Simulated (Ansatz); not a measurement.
```yaml
crystal:
  lattice:
    - [4.19923, 0.11117, 0.16817]
    - [1.91600, 3.89132, 0.12568]
    - [1.76085, 1.25259, 6.37267]
  atoms:
    - { symbol: H, position: [0.89145, 0.68202, 0.62796] }
    - { symbol: Pb, position: [0.14426, 0.92872, 0.88352] }
    - { symbol: N, position: [0.25669, 0.28861, 0.30171] }
    - { symbol: O, position: [0.83108, 0.65056, 0.78405] }
    - { symbol: O, position: [0.38694, 0.22380, 0.11295] }
    - { symbol: O, position: [0.31104, 0.03576, 0.45856] }
    - { symbol: O, position: [0.07726, 0.60633, 0.32275] }
```

Space group P1; a generated structure, not necessarily the stable one; not relaxed (largest force 0.7 eV/Å); computed pressure about −3 GPa in this cell.

The calculation used DFT r2SCAN, scalar-relativistic, plane waves, PAW (Ansatz 0.2.0).

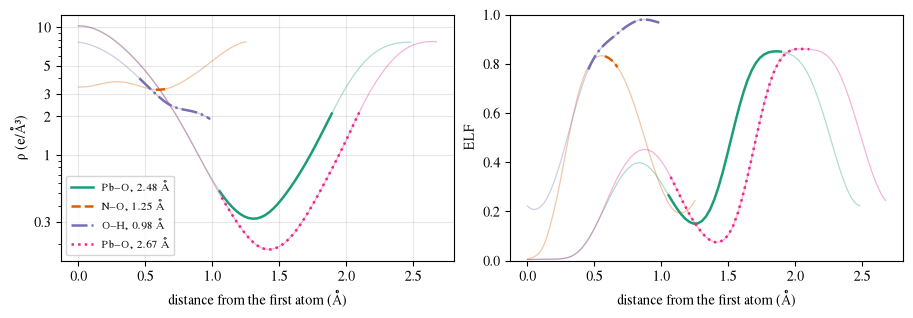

HPbNO4. Valence electron density and ELF along straight lines between neighbouring atoms. Thin, pale parts lie inside the atomic spheres.

In a PAW calculation such maps are meaningful between the atoms, not at the nuclei.

### Compare the contacts.

Pb–O (2.48 Å): the density is about 0.33 e/Å³ at the midpoint; the ELF is about 0.15 at the midpoint: no localised pair shows between them.
N–O (1.25 Å): ρ is about 3.3 e/Å³ halfway; the ELF peaks at about 0.85 between the atoms (inside overlapping PAW spheres, so only a guide) (a covalent bond).
O–H (0.98 Å): ρ at the midpoint is about 3.7 e/Å³; the ELF climbs to about 1 towards the hydrogen, as it does in any bond to H; an ordinary covalent bond to hydrogen.
Pb–O (2.67 Å): ρ is about 0.2 e/Å³ halfway; the ELF is about 0.10 at the midpoint: no shared electron pair shows on this line.
